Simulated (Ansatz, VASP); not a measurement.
**Cross-check of SbAs between VASP and Ansatz**

One calculation is typed for both programs; each brings its own data sets and cutoff. How far apart do they land? The cell is taken from a series of runs on this material, whose earlier steps may have relaxed or scaled it; both programs get it as it stands.

Method: plane waves, with VASP 6.6.1 beside it; single point at LDA, in Ansatz 0.2.0.

### 1. Starting point

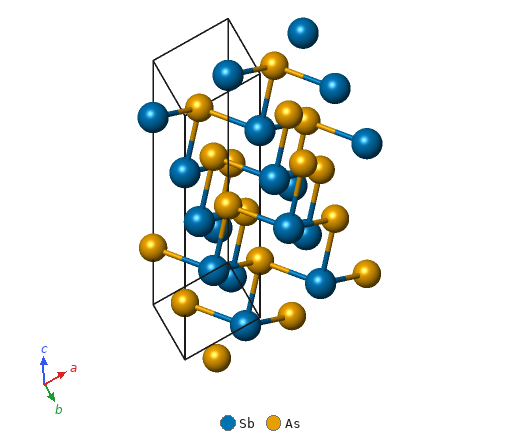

The cell as given, from a free direction (antimony blue, arsenic orange). 2×2×1 cells are drawn. This picture shows the conventional cell, with its axes. Bonds to atoms that aren't drawn are left out. Some periodic images of atoms are drawn too.

### 2. VASP: single point, LDA

With cell and atoms fixed, the geometry can't cause a difference; cores, projectors, grids and the points listed under the comparison can.

Lines of VASP's logs that name or quote its potential files are left out, and so is its time.

Input file INCAR:

```
SYSTEM = SbAs
PREC = Accurate
ENCUT = 520
EDIFF = 1E-06
NELM = 100
ISMEAR = 0
SIGMA = 0.05
LREAL = .FALSE.
ALGO = Normal
GGA = CA
NBANDS = 16
LORBIT = 11
LWAVE = .FALSE.
LCHARG = .FALSE.
KPAR = 2
ISIF = 2
```

Input file POSCAR:

```
SbAs
1.0
    2.0419759232      1.1789353490      3.5562985686
   -2.0419759232      1.1789353490      3.5562985686
    0.0000000000     -2.3578706979      3.5562985686
Sb As
1 1
Direct
    0.2330207327      0.2330207327      0.2330207327
    0.7669772673      0.7669772673      0.7669772673
```

Input file KPOINTS:

```
Automatic mesh
0
Gamma
6 6 6
0 0 0
```

Potentials, in the order of the species: Sb_d_GW and As_GW (LDA family, release 64).

Command:

```bash
mpirun -np 2 vasp_std
```

Numbers of over 12 decimals in the logs are rounded to 6 here.

The log of the run:

```text
[banner, memory and clock lines left out]
running    2 mpi-ranks, on    1 nodes
 distrk:  each k-point on    1 cores,    2 groups
 distr:  one band on    1 cores,    1 groups

 POSCAR found type information on POSCAR SbAs
 POSCAR found :  2 types and       2 ions
 LDA part: xc-table for (Slater(with rela. corr.)+CA(PZ))
 , standard interpolation
 POSCAR, INCAR and KPOINTS ok, starting setup
 FFT: planning ... GRIDC
 FFT: planning ... GRID_SOFT
 FFT: planning ... GRID
 WAVECAR not read
 entering main loop
       N       E                     dE             d eps       ncg     rms          rms(c)
DAV:   1     0.116249837096E+03    0.11625E+03   -0.72828E+03  1208   0.120E+04
DAV:   2     0.117419736748E+01   -0.11508E+03   -0.11196E+03  1744   0.104E+03
DAV:   3    -0.994399692460E+01   -0.11118E+02   -0.11034E+02  1600   0.121E+02
DAV:   4    -0.103068600665E+02   -0.36286E+00   -0.36258E+00  1384   0.165E+01
DAV:   5    -0.103332883651E+02   -0.26428E-01   -0.26427E-01  1584   0.470E+00    0.363E+00
DAV:   6    -0.102589262162E+02    0.74362E-01   -0.23090E-01  1736   0.132E+01    0.209E+00
DAV:   7    -0.102520807247E+02    0.68455E-02   -0.21616E-02  1408   0.189E+00    0.932E-01
DAV:   8    -0.102502376533E+02    0.18431E-02   -0.31841E-03  1520   0.185E+00    0.387E-02
DAV:   9    -0.102502169497E+02    0.20704E-04   -0.54524E-04  1360   0.100E+00    0.178E-02
DAV:  10    -0.102502192671E+02   -0.23175E-05   -0.60110E-05  1720   0.880E-02    0.713E-03
DAV:  11    -0.102502196820E+02   -0.41489E-06   -0.43130E-06  1144   0.709E-02
   1 F= -.10250220E+02 E0= -.10249827E+02  d E =-.784790E-03
```

From OUTCAR (step 2):

```text
ion  position               nearest neighbor table
   1  0.233  0.233  0.233-   2 2.75   2 2.75   2 2.75
   2  0.767  0.767  0.767-   1 2.75   1 2.75   1 2.75

  LATTYP: Found a trigonal (rhomboedric) cell.
 ALAT       =     4.2669443091
 COS(alpha) =     0.5419664603

 Subroutine GETGRP returns: Found  6 space group operations
 (whereof  6 operations were pure point group operations)

The static configuration has the point symmetry C_3v.

 Found     32 irreducible k-points:

   k-points           NKPTS =     32   k-points in BZ     NKDIM =     32   number of bands    NBANDS=     16

   dimension x,y,z NGX =    32 NGY =   32 NGZ =   32
   dimension x,y,z NGXF=    64 NGYF=   64 NGZF=   64

   ENCUT  =  520.0 eV  38.22 Ry    6.18 a.u.   7.93  7.93  7.93*2*pi/ulx,y,z

   NELECT =      20.0000    total number of electrons

 k-points in reciprocal lattice and weights: Automatic mesh
   0.00000000  0.00000000  0.00000000       0.005
   0.16666667  0.00000000  0.00000000       0.028
   0.33333333  0.00000000  0.00000000       0.028
   0.50000000  0.00000000 -0.00000000       0.014
   0.16666667  0.16666667  0.00000000       0.028
   0.33333333  0.16666667  0.00000000       0.056
   0.50000000  0.16666667 -0.00000000       0.056
  -0.33333333  0.16666667  0.00000000       0.056
  -0.16666667  0.16666667  0.00000000       0.028
[...]
-0.33333333  0.50000000  0.33333333       0.028
   0.50000000  0.50000000  0.50000000       0.005

 average (electrostatic) potential at core
       1 -82.3811       2 -53.1258

 E-fermi :   5.2067

 k-point     1 :       0.0000    0.0000    0.0000
  band No.  band energies     occupation
    ...
      6      -8.4509      2.00000
      7      -0.1386      2.00000
      8       3.1455      2.00000
      9       3.3771      2.00000
     10       3.3771      2.00000
     11       7.5892      0.00000
     12       8.2903      0.00000
     13       8.2903      0.00000
     14      11.0574      0.00000
     15      11.0574      0.00000
    ...

 k-point     2 :       0.1667    0.0000    0.0000
  band No.  band energies     occupation
    ...
      6      -8.1290      2.00000
      7      -1.2683      2.00000
      8       3.1692      2.00000
      9       3.3039      2.00000
     10       3.7626      2.00000
     11       7.2459      0.00000
     12       7.5026      0.00000
     13       7.5794      0.00000
     14      10.4104      0.00000
     15      11.0448      0.00000
    ...

 k-point     3 :       0.3333    0.0000    0.0000
  band No.  band energies     occupation
    ...
      6      -7.2022      2.00000
      7      -3.3241      2.00000
      8       3.2129      2.00000
      9       3.2157      2.00000
     10       4.2967      2.00000
     11       6.0073      0.00000
     12       6.2656      0.00000
     13       6.4298      0.00000
     14      11.5426      0.00000
     15      12.5238      0.00000
    ...

  Total       -0.9530296     -0.9530296     -0.8025442      0.0000000     -0.0000000      0.0000000
  in kB      -29.7253461    -29.7253461    -25.0316507      0.0000000     -0.0000000      0.0000000
  external PRESSURE =     -28.1607810 kB  Pullay stress =       0.0000000 kB

  energy-cutoff  :      520.00
  volume of cell :       51.37
      direct lattice vectors                 reciprocal lattice vectors
     2.041975923  1.178935349  3.556298569     0.244860869  0.141370489  0.093730413
    -2.041975923  1.178935349  3.556298569    -0.244860869  0.141370489  0.093730413
     0.000000000 -2.357870698  3.556298569     0.000000000 -0.282740978  0.093730413

 POSITION                                       TOTAL-FORCE (eV/Angst)
 -----------------------------------------------------------------------------------
      0.00000      0.00000      2.48607         0.000000     -0.000000     -0.225250
      0.00000      0.00000      8.18280         0.000000      0.000000      0.225250
 -----------------------------------------------------------------------------------
    total drift:                                0.000000      0.000000      0.001069

  FREE ENERGIE OF THE ION-ELECTRON SYSTEM (eV)
  ---------------------------------------------------
  free  energy   TOTEN  =       -10.2502196820 eV

  energy  without entropy=      -10.2494348925  energy(sigma->0) =      -10.24982729

 total charge
# of ion       s       p       d       f       tot
--------------------------------------------------
    1        1.368   1.300  10.015   0.012  12.695
    2        1.300   1.357   0.035   0.000   2.691
--------------------------------------------------
tot          2.667   2.656  10.050   0.012  15.386

[... 3 further parts left out ...]
```

The run ends at a pressure of -2.82 GPa, with forces up to 0.23 eV/Å.

### 3. Ansatz: single point, LDA

Ansatz runs on its default PAW (the set named soft_2) files.

The same cell, functional (in two slightly different forms), mesh and smearing now go to Ansatz, which takes its cutoff from its data sets.

Input file input.yaml:

```yaml
crystal:
  lattice:
    - [2.0419759232, 1.178935349, 3.5562985686]
    - [-2.0419759232, 1.178935349, 3.5562985686]
    - [0.0, -2.3578706979, 3.5562985686]
  atoms:
    - { symbol: Sb, position: [0.2330207327, 0.2330207327, 0.2330207327] }
    - { symbol: As, position: [0.7669772673, 0.7669772673, 0.7669772673] }
hamiltonian:
  xc: lda
  pseudopotentials: { kind: paw }
kpoints:
  mp_grid: { grid: [6, 6, 6] }
scf:
  occupations: { method: gaussian, width: 0.05 }
  n_extra_bands: 4
output:
  forces: true
  stress: true
  eigenvalues: true
```

Command:

```bash
ansatz run input.yaml --threads 2 --pin off --max-ram 4608MiB --backend cpu --events-out ev --progress --plain --runs-dir out
```

The log of the run:

```text
scf.n_extra_bands = 4 over 15 filled bands (N_el = 30.0): the run solves 19 bands
Engine: ansatz 0.2.0, aarch64-unknown-linux-gnu
Pseudopotentials: kind: paw
Pseudopotential: Sb, paw, valence charge 15, recommended cutoff 420 eV (normal), Sb.paw.azcp
Pseudopotential: As, paw, valence charge 15, recommended cutoff 420 eV (normal), As.paw.azcp
Functional definition: SPW92
  exchange = slater_x
  correlation = pw_c
Crystal: 2 atoms, lattice volume = 51.368 Å³
Basis set: ecut = 420 eV, 983 PW (Γ)
Bands: 19, of which v1, the nominal top of the filled ones, is band 15 counted from 1 (14 counted from 0)
Symmetry: 6 space group operations
Space group: R3m (ITA 160), of the structure as read, at distance tolerance 3.7e-5 Å
k-points: 32 of 216 (time reversal used)
Non-local potential: Sb, projectors of the file, l = 0: 2, l = 1: 2, l = 2: 2, l = 3: 2
Non-local potential: As, projectors of the file, l = 0: 2, l = 1: 2, l = 2: 3, l = 3: 1
PAW form: soft (Blöchl's): semilocal exchange-correlation on the pseudo side does not see the compensation charge
PAW frozen core: Sb, regenerated for the run's functional, and the local potential with it (the file was generated under x = pbe(κ = 0.804, μ = 0.219515), c = pbe(β = 0.066725))
PAW frozen core: As, regenerated for the run's functional, and the local potential with it (the file was generated under x = pbe(κ = 0.804, μ = 0.219515), c = pbe(β = 0.066725))
PAW one-centre angular grid: Sb, 590 points (default); XC on 64 Gauss nodes
PAW one-centre angular grid: As, 590 points (default); XC on 64 Gauss nodes
Initial density: superposition of atomic densities (neutral atoms: chi_scale 0, normalization atom), corrected by the library's trained network
Initial wavefunctions: pseudopotential atomic-orbital guess
Functional: x = slater, c = lda
SCF iter   1: F=—  HF=-11109.526622 eV  |F-HF|=—  |Δ(HF+E_count)|=         —  Δρ=5.87e-3  dr2=1.09e-2  ethr=1.77e-3  ⟨swp⟩=5.9  Hψ=3005  notcnv=0
preconditioner: auto → none  [insulator: Δε(μ)=0.383 eV  Ē_g=9.325 eV  σ=0.050 eV  W_gap=0.50  n_scr=14 (ndim 8)  ℏωp=16.4 eV  f_vac=0.003  D(μ)=0.63/eV (n_scr^D=0)  ε∞_Penn≈4.1]
SCF iter   2: F=—  HF=-11109.521963 eV  |F-HF|=—  |Δ(HF+E_count)|=   4.66e-3  Δρ=2.65e-3  dr2=2.77e-3  ethr=3.62e-5  ⟨swp⟩=1.9  Hψ=976  notcnv=0
SCF iter   3: F=—  HF=-11109.521154 eV  |F-HF|=—  |Δ(HF+E_count)|=   8.09e-4  Δρ=3.39e-4  dr2=9.21e-5  ethr=9.23e-6  ⟨swp⟩=2.5  Hψ=932  notcnv=0
SCF iter   4: F=—  HF=-11109.521133 eV  |F-HF|=—  |Δ(HF+E_count)|=   2.13e-5  Δρ=1.50e-4  dr2=1.54e-5  ethr=3.07e-7  ⟨swp⟩=2.0  Hψ=1089  notcnv=0
SCF iter   5: F=—  HF=-11109.521128 eV  |F-HF|=—  |Δ(HF+E_count)|=   5.09e-6  Δρ=3.07e-5  dr2=2.19e-7  ethr=5.13e-8  ⟨swp⟩=2.0  Hψ=929  notcnv=0
SCF iter   6: F=-11109.521128 eV  HF=-11109.521128 eV  |F-HF|=2.59e-8  |Δ(HF+E_count)|=   1.02e-7  Δρ=1.09e-5  dr2=3.99e-8  ethr=3.33e-10  ⟨swp⟩=6.3  Hψ=2994  notcnv=0
SCF 1 converged in 6 iterations: F = -11109.521128 eV  dr2 = 3.99e-8
  greatest PAW one-centre occupation: 0.999 electrons in one spin orbital (limit 2), on the As atom at site 1 (counted from 0), in its partial waves of l = 2
SCF converged after 6 iterations
Free energy (F): -11109.521128 eV
Harris-Foulkes:  -11109.521128 eV  (|F-HF|=2.59e-8)
Internal energy: -11109.520342 eV  (E = F + TS)
E sigma→0 (E₀):  -11109.520735 eV
Entropy (-TS):   -0.000786 eV (-0.393 meV/atom)
Fermi energy:    10.002917 eV
--- Per-component energies (eV) ---
  E_band       = -410.026982
  E_kinetic    = 311.022456
  E_local      = -3283.275466  (includes V_loc(G=0)·N_el)
  E_nonlocal   = -299.490574
  E_hartree    = 1652.655734
  E_xc         = -216.951800
  E_vxc        = -176.987074  (∫ρ·V_xc dr)
  E_paw        = -6179.209852  (= ΣΔE_a)
  E_vpaw       = -266.600339  (= ΣTr[D̂ρ^β])
  E_aug_tail   = 0.000007  (compensation charges beyond the density's cutoff)
  E_ewald      = -3096.904902
  E_core_change = 2.634054  (= ΣΔE_core)
  E_smearing   = -0.000786  (= −TS)
  E_closure    = 0.000000  (closes the sum)
  Σ components = -11109.521128   (vs F -11109.521128, Δ=0.00e0)
--- Forces (eV/Å), atoms counted from 1 ---
  atom   1  Sb     0.00000000    -0.00000000    -0.24616744
  atom   2  As    -0.00000000     0.00000000     0.24616980
  max |Σ_I F_I| component: 2.36e-6 eV/Å
--- Stress (GPa, compression-positive) ---
       -3.093802      -0.000000       0.000000
        0.000000      -3.093802       0.000000
        0.000000       0.000000      -2.585059
  P = ⅓ Tr σ = -2.9242 GPa (-29.242 kbar)
--- Band table (eV; the first three rows and the last of 32) ---
  k-point 0: bands = [... 11 lower, 4.6111, 7.9562, 8.1891, 8.1891, 12.4050, 13.1016, 13.1016, 15.8844]
  k-point 1: bands = [... 11 lower, 3.4966, 7.9804, 8.1167, 8.5638, 12.0542, 12.3104, 12.3898, 15.2358]
  k-point 2: bands = [... 11 lower, 1.4547, 8.0227, 8.0299, 9.0963, 10.8122, 11.0684, 11.2400, 16.3642]
  k-point 31: bands = [... 11 lower, 0.5073, 8.6310, 8.6310, 9.3642, 10.3925, 10.3925, 11.2759, 17.6993]
```

The run ends at a pressure of -2.92 GPa, with forces up to 0.25 eV/Å.

### 4. Side by side

Known differences besides the PAW data sets themselves: the two LDA forms differ slightly; the data sets hold 30 valence electrons in Ansatz (default PAW (the set named soft_2) files) and 20 in VASP; the cutoff is 420 eV in Ansatz and 520 eV in VASP; Ansatz makes its cores anew for this functional, VASP keeps those of its LDA data sets. Total energies have different zeros and are not compared.

Both answers:

| quantity | Ansatz | VASP | difference |
| --- | --- | --- | --- |
| pressure (GPa) | -2.92 | -2.82 | -0.11 |

Forces (eV/Å; atoms numbered as in POSCAR):

| atom | Ansatz x, y, z | VASP x, y, z |
| --- | --- | --- |
| Sb1 | 0.000, 0.000, -0.246 | 0.000, 0.000, -0.225 |
| As2 | 0.000, 0.000, 0.246 | 0.000, 0.000, 0.225 |

The forces differ by 12 meV/Å r.m.s., which is 9.3 % of the r.m.s. force of 0.13 eV/Å (both taken over all components). Ansatz's pressure holds a Pulay correction of 0.04 GPa; VASP's holds none.

### 5. Summary of results

| Property | Result |
| --- | --- |
| r.m.s. force difference (single point, LDA) | 12 meV/Å |

**Reading.** The r.m.s. force difference is 12 meV/Å (single point, LDA), at about the 12 meV/Å picked in this series as the mark of a large difference. No further run was made for the single point, LDA pair; the unlike valence counts (30 against 20 electrons) are a candidate cause, untested here. How closely two codes agree says nothing of how well the functional describes the real material.

[Lines on the potential files, build, host, timing and source positions are cut from VASP's logs without a mark.]

[Logs are printed without paths, hosts, clocks, repeated set-up lines and the standing remarks that a program may print on its own settings, such as how far it seeks lower states.]

[Hosts, paths, dates, database ids (printed as entryN), source tags and the programs' standing remarks are cut or masked in the printed files.]
